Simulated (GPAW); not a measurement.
# How Ti absorbs and reflects light

Aim: the dielectric function of Ti, and the optical constants that follow from it.

Method: DFT, LDA, plane-wave PAW (GPAW data sets), scalar-relativistic, RPA, optical limit, in GPAW 26.7.0.

**1. The starting structure**

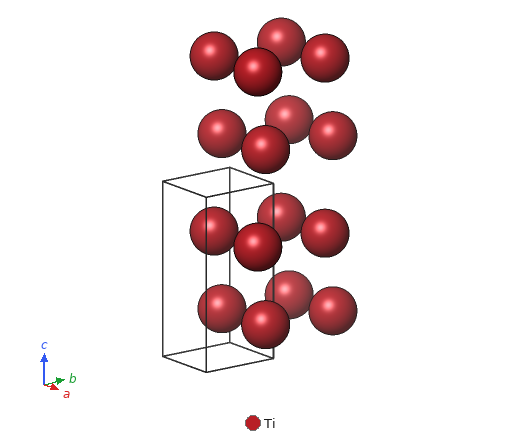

The starting structure, seen slightly off an axis (titanium red). 2×2×2 cells are drawn.

Structure file:

```xyz
2
Lattice="2.9500 0.0000 0.0000 -1.4750 2.5548 0.0000 0.0000 0.0000 4.6800" Properties=species:S:1:pos:R:3 pbc="T T T"
Ti    1.4750    0.8516    3.5100
Ti    0.0000    1.7032    1.1700
```

**2. Bands for the response**

At the fixed density, many empty bands are solved on the mesh of the response, since the spectrum sums over them.

This step: DFT, LDA, plane-wave PAW (GPAW data sets), scalar-relativistic, bands at fixed density (GPAW 26.7.0).

nscf.py

```python
from ase.dft.bandgap import bandgap
from gpaw import GPAW, FermiDirac

calc = GPAW('gs.gpw').fixed_density(kpts={'size': (15, 15, 8), 'gamma': True}, nbands=37, convergence={'bands': 31},
                                    occupations=FermiDirac(0.05), txt='nscf.txt')
print('gap (eV)', bandgap(calc, output=None)[0])
print('direct gap (eV)', bandgap(calc, direct=True, output=None)[0])
print('top band over the Fermi level (eV)', min(calc.get_eigenvalues(kpt=k)[30] for k in range(len(calc.get_ibz_k_points()))) - calc.get_fermi_level())
calc.write('full.gpw', mode='all')
```

Command:

```sh
> OMP_NUM_THREADS=1 python nscf.py
```

Numbers of over 12 decimals in the logs are rounded to 6 here.

The program printed:

```text
Diagonalizing LCAO Hamiltonian
Converting LCAO to pw mode
convergence criteria:
- Maximum integral of absolute [eigenst]ate change: 4e-08 eV^2 / valence electron
maximum number of iterations: 150

SCF iterations
|iter     |      energy | eigst |  dens |
|iter:   1||             | +2.39 |       |
|iter:   2||             | +0.43 |       |
|iter:   3||             | -0.89 |       |
|iter:   4||             | -2.41 |       |
|iter:   5||             | -3.44 |       |
|iter:   6||             | -4.75 |       |
|iter:   7||             | -5.97 |       |
|iter:   8||             | -7.24 |       |
|iter:   9||             | -8.29c|       |
SCF steps: 9
  __  _  _
 | _ |_)|_||  |
 |__||  | ||/\| - 26.7.0

Versions:
  Python: 3.12.14
  ASE:    3.29.0
  Numpy:  2.5.5
  Scipy:  1.18.1
  Libxc:  7.0.0

Input parameters:
  mode=PW(ecut=500.0),
  convergence={'bands': 31},
  gpts=array([16, 16, 25]),
  kpts=MonkhorstPack(size=(15, 15, 8), gamma=True),
  maxiter=150,
  nbands=37,
  occupations=Occupations(name='fermi-dirac', width=0.05, fixmagmom=False),
  parallel={},
  xc=XC(name='LDA')

--- standard output ---
gap (eV) 0.0
direct gap (eV) 0.0
top band over the Fermi level (eV) 22.189969
```

The job ended after 2.5 min (1 thread of Intel Xeon at 2.50GHz (Skylake/Cascade Lake), shared host; peak memory 0.28 GiB).

**3. Dielectric function, RPA**

Transitions between filled and empty bands, summed over the zone, give the optical response, so mesh, band count and broadening shape it.

The induced potential is part of this response.

This step: DFT, LDA, plane-wave PAW (GPAW data sets), scalar-relativistic, RPA, optical limit (GPAW 26.7.0).

df.py

```python
from gpaw.response.df import DielectricFunction

df = DielectricFunction('full.gpw', frequencies={'type': 'nonlinear', 'domega0': 0.03, 'omega2': 8},
                        ecut=50,
                        eta=0.15,
                        nbands=31,
                        rate=0.05,
                        txt='df.txt')
for direction in ['x', 'z']:
    df.get_dielectric_function(xc='RPA', direction=direction, filename=f'df_{direction}.csv')
```

Command:

```sh
> OMP_NUM_THREADS=1 python df.py
```

The program printed:

```text
Using integrator: PointIntegrator
NonLinearFrequencyDescriptor(from 0.000 to 83.625 eV, 524 points)
Nonperiodic BCs:  [False False False]
Using integrator: PointIntegrator
NonLinearFrequencyDescriptor(from 0.000 to 83.625 eV, 524 points)
Nonperiodic BCs:  [False False False]
Using integrator: PointIntegrator

Calculating chi0 body with:
    Ground state adapter containing:
    Number of spins: 1
    Number of kpoints: 1800
    Number of irreducible kpoints: 192
    Number of completely occupied states: 10
    Number of partially occupied states: 16

    Linear response parametrization:
    q_c: [0.0, 0.0, 0.0]
    Number of frequency points: 524
    Planewave cutoff: 50.0
    Number of bands: 31
    Number of planewaves: 23
    Broadening (eta): 0.15

Integrating chi0 body.

Symmetries of q_c:
    Direct symmetries (Uq -> q): 12
    Indirect symmetries (TUq -> q): 0
In total 12 allowed symmetries.

192 groups of equivalent kpoints. 89.333333% reduction.

Integral kind: spectral function

Calculating chi0 optical extensions with:
    Ground state adapter containing:
    Number of spins: 1
    Number of kpoints: 1800
    Number of irreducible kpoints: 192
    Number of completely occupied states: 10
    Number of partially occupied states: 16

    Linear response parametrization:
    Number of frequency points: 524
    Planewave cutoff: 50.0
    Number of bands: 31
    Number of planewaves: 23
    Broadening (eta): 0.15
Integrating chi0 head and wings.

Symmetries of q_c:
    Direct symmetries (Uq -> q): 12
    Indirect symmetries (TUq -> q): 0
In total 12 allowed symmetries.

192 groups of equivalent kpoints. 89.333333% reduction.

Integral kind: spectral function wings

Calculating drude chi0 with:
    Number of frequency points:524
    Plasma frequency decay rate: 0.05 eV

    Ground state adapter containing:
    Number of spins: 1
    Number of kpoints: 1800
    Number of irreducible kpoints: 192
    Number of completely occupied states: 10
    Number of partially occupied states: 16

Symmetries of q_c:
    Direct symmetries (Uq -> q): 12
    Indirect symmetries (TUq -> q): 0
In total 12 allowed symmetries.

192 groups of equivalent kpoints. 89.333333% reduction.

Integral kind: intraband
Plasma frequency:
[[3.67-0.j 0.  +0.j 0.  +0.j]
 [0.  +0.j 3.67-0.j 0.  -0.j]
 [0.  +0.j 0.  -0.j 3.71+0.j]]
```

The job ended after 58 s (1 thread; peak memory 0.21 GiB).

Some rows of df_x.csv (energy; Re and Im without local fields; Re and Im with them):

```text
0.000000, 5474.990724, -0.000000, 5474.948164, -0.000000
0.460735, -14.662544, 38.116900, -14.642575, 38.108141
0.943989, 12.260996, 36.990967, 12.300291, 37.014528
1.451455, 6.828792, 31.220382, 6.726089, 31.208276
1.984998, -1.354078, 26.072800, -0.903749, 26.361175
2.546682, -4.497919, 17.463730, -4.794239, 17.547315
3.138794, -3.070962, 16.145192, -3.119014, 16.058328
3.763875, -4.701141, 14.283392, -4.692222, 14.293228
4.424758, -8.005832, 6.947337, -8.088982, 6.963649
5.124608, -4.157106, 3.458834, -4.200078, 3.454417
5.866977, -0.906732, 2.976919, -0.954370, 2.960784
6.655862, -2.671711, 5.496435, -2.656310, 5.479203
7.495775, -2.298092, 2.726185, -2.243837, 2.804726
8.391833, -0.658027, 0.965901, -0.748927, 0.982202
9.349861, -0.151427, 2.379701, -0.142240, 2.345442
10.376517, -0.766078, 2.310926, -0.778502, 2.390194
11.479449, -0.977977, 1.612227, -1.039234, 1.687129
12.667487, -0.495936, 0.995274, -0.571148, 1.038946
13.950874, -0.365047, 0.749356, -0.441113, 0.789632
```

Sum at mesh points, not converged in k. Table of Im ε by photon energy; read off at these points:

```csv
photon energy (eV),E ∥ x,E ∥ z
1.0,37.3,44.6
2.0,26.3,21.2
3.0,15.7,16.7
4.0,12.9,12.3
5.0,3.76,4.12
6.0,3.43,4.40
6.5,5.68,4.61
7.0,3.14,2.53
8.0,1.24,1.24
9.0,1.82,2.15
10.0,2.75,1.83
11.0,1.87,2.05
12.0,1.31,1.15
13.0,0.957,0.607
```

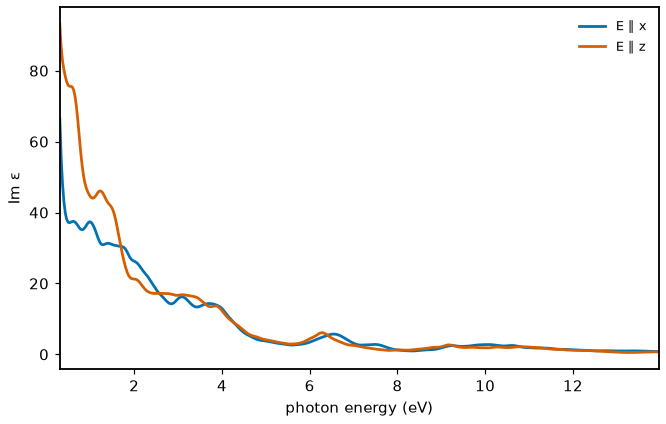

Im ε, plotted against photon energy.

Values under 1 per cm are given as 1; sum at mesh points, not converged in k. The absorption coefficient by photon energy:

```csv
photon energy (eV),E ∥ x (1/cm),E ∥ z (1/cm)
1.01,3.9e5,4.6e5
1.99,7.4e5,7.5e5
3.02,9.0e5,9.6e5
3.98,1.3e6,1.4e6
4.98,1.2e6,1.3e6
6.02,8.6e5,1.0e6
6.99,1.4e6,1.4e6
8.03,1.2e6,1.0e6
9.02,7.9e5,9.8e5
10.03,1.3e6,1.1e6
11.03,1.4e6,1.4e6
12.02,1.4e6,1.3e6
13.00,1.2e6,1.2e6
```

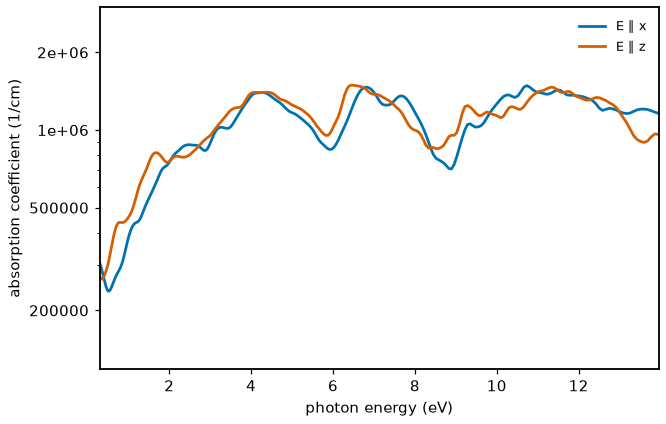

Absorption coefficient against photon energy.

The reflectivity at normal incidence has structure finer than the step of the table below, so its rows give means over 1 eV, whole bins alone (the curve runs from 0.305 to 14.0 eV). Peaks (eV: height): E ∥ x 4.5: 67.6, 7.0: 55.4, 7.9: 59.5, 12.3: 38.8; E ∥ z 4.6: 68.3, 7.4: 62.8, 9.3: 33.2, 13.0: 47.3.

Sum at mesh points, not converged in k. Table of reflectivity at normal incidence by photon energy; means over each step:

```csv
photon energy (eV),E ∥ x (%),E ∥ z (%)
1,59.4,67.3
2,58.8,61.8
3,53.8,55.1
4,60.4,62.6
5,62.0,64.2
6,35.9,44.2
7,49.5,60.5
8,51.4,46.9
9,19.5,25.9
10,26.0,28.6
11,34.9,33.0
12,37.9,40.4
13,31.8,42.8
```

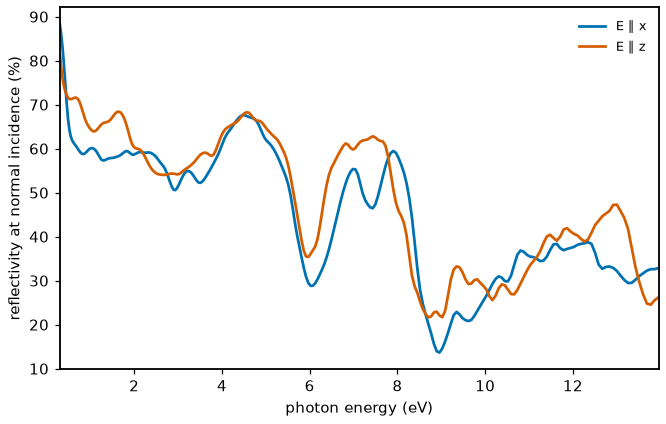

Reflectivity at normal incidence against photon energy.

Sum at mesh points, not converged in k. Table of Im ε, E ∥ x by photon energy; read off at these points:

```csv
photon energy (eV),without local fields,with local fields
1.0,37.3,37.3
2.0,26.0,26.3
3.0,15.8,15.7
4.0,12.8,12.9
5.0,3.77,3.76
6.0,3.46,3.43
6.5,5.70,5.68
7.0,3.14,3.14
8.0,1.18,1.24
9.0,1.88,1.82
10.0,2.69,2.75
11.0,1.80,1.87
12.0,1.25,1.31
13.0,0.920,0.957
```

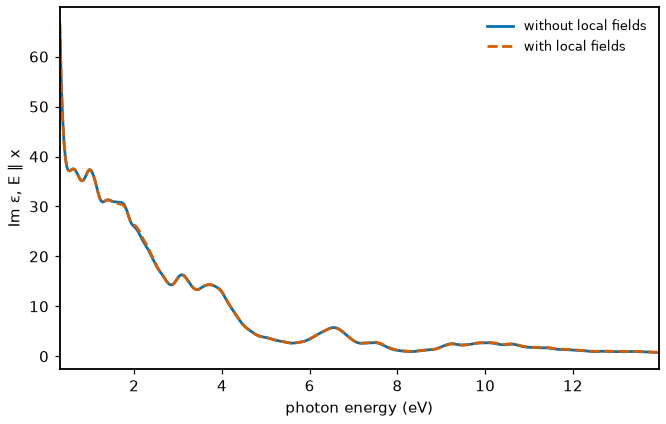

Im ε, E ∥ x, plotted against photon energy.

The loss function −Im 1/ε at q → 0 has structure finer than the step of the table below, so its rows give means over 1 eV, whole bins alone (the curve runs from 0.305 to 14.0 eV). Peaks (eV: height): E ∥ x 5.9: 0.306, 8.6: 0.784; E ∥ z 8.3: 0.634, 13.6: 1.47.

Sum at mesh points, not converged in k. Loss function −Im 1/ε at q → 0 against energy loss; means over each step:

```csv
energy loss (eV),E ∥ x,E ∥ z
1,0.0274,0.0197
2,0.0384,0.0415
3,0.0631,0.0572
4,0.0615,0.0582
5,0.110,0.0931
6,0.243,0.185
7,0.176,0.141
8,0.332,0.402
9,0.577,0.469
10,0.381,0.469
11,0.402,0.424
12,0.531,0.513
13,0.796,0.868
```

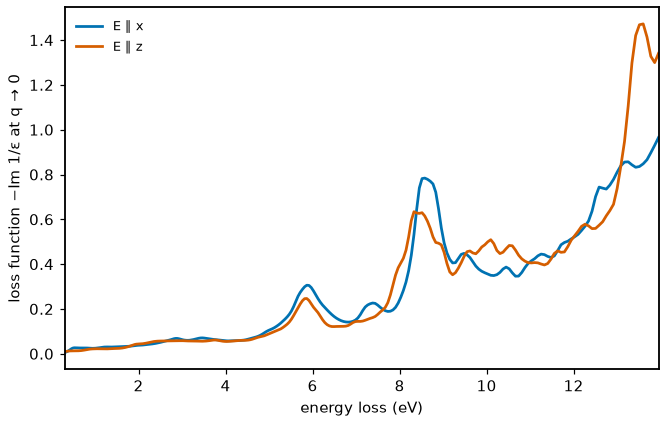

Loss function −Im 1/ε at q → 0, plotted against energy loss.

At chosen wavelengths:

```csv
wavelength (nm),n x,k x,R (%) x,1/α x,n z,k z,R (%) z,1/α z
1550,4.90,3.593,58.9,34 nm,5.07,5.414,69.3,23 nm
532,2.96,3.645,59.1,12 nm,2.65,3.322,56.5,13 nm
450,2.41,3.068,54.2,12 nm,2.73,3.147,54.2,11 nm
405,2.67,3.025,52.8,11 nm,2.66,3.158,54.5,10 nm
365,2.27,2.950,53.2,9.8 nm,2.44,3.318,57.3,8.8 nm
308,1.88,3.352,61.5,7.3 nm,1.75,3.419,63.7,7.2 nm
248,0.82,2.305,62.1,8.6 nm,0.83,2.471,64.8,8.0 nm
```

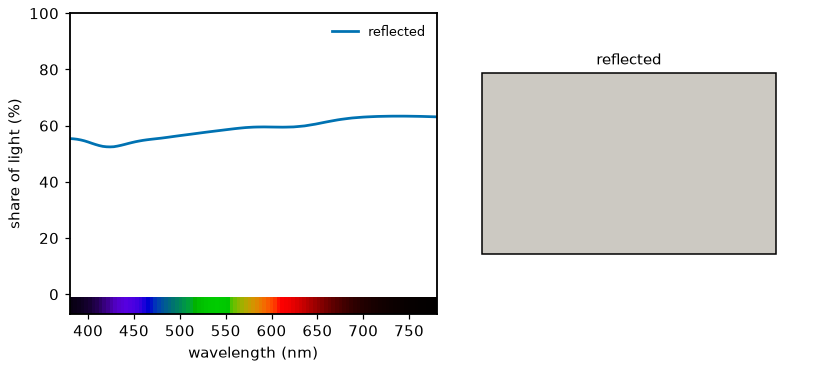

Light reflected across the visible range, with the colour that it makes of daylight (sRGB).

In reflection the computed colour is light grey: x = 0.321, y = 0.338, luminous reflectivity 58 %.

**4. Results**

What this shows: At this level (LDA, RPA) Ti is a metal. The mesh is too coarse to trust the carriers' weight, the reflectivity or the colour to better than tens of per cent. In reflection the computed colour is light grey: x = 0.321, y = 0.338, luminous reflectivity 58 %. The carriers' damping of 0.05 eV is typed, not computed; it shapes the response at the lowest energies. In this version of GPAW the matrix elements of the optical limit are incomplete, which can lower ε − 1 by up to a tenth where first-row anions or d states rule, and shift it by more in d metals. GPAW's carrier term has the form −ωp²/(ω + i·rate)², which damps like twice the rate and fails at low energy, so the curves leave the lowest energies out. The sum runs over mesh points 0.17 Å⁻¹ apart with no interpolation, so peaks are partly noise of the mesh, and the Drude plasma energy, a sum over the Fermi surface, isn't converged.

[Machine, clock and banner lines and Python warnings are left out of the logs.]

[Logs are printed without paths, hosts, clocks, repeated set-up lines and the standing remarks that a program may print on its own settings, such as how far it seeks lower states.]

[Hosts, paths, dates, database ids (printed as entryN), source tags and the programs' standing remarks are cut or masked in the printed files.]
